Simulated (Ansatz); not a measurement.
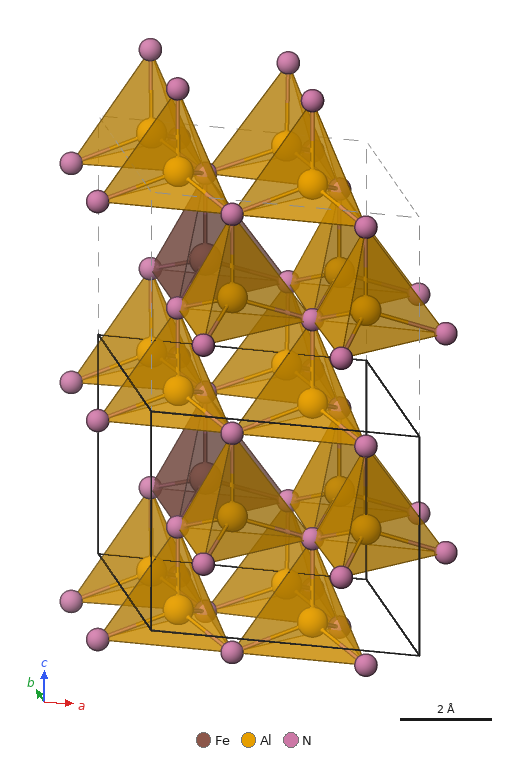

Polyhedral representation of a periodic structure, projected slightly off an axis. The structure is repeated 1×1×2 times; solid lines mark one conventional unit cell. Some atoms of the next cells are drawn as well.

Its composition is Al7FeN8. The atoms follow space group P3m1 (No. 156); the Bravais lattice is primitive hexagonal. Cell content 7 Al, 1 Fe, 8 N; Z = 1. The polyhedra are AlN4 tetrahedra and FeN4 tetrahedra; they share corners. Each Fe is bonded to four N in a tetrahedral arrangement at about 2.0 Å. The coordination shell of Al holds four N in a tetrahedral arrangement at about 1.9 Å. Coordination numbers (contacts within bonding distance): N 4. The bonds build a three-dimensional framework.

The structure comes from a structure listed in the Materials Project, repeated into a supercell with a point defect put in. The atoms were relaxed in a fixed cell with DFT PBE, scalar-relativistic, plane waves, PAW (Ansatz 0.2.0).
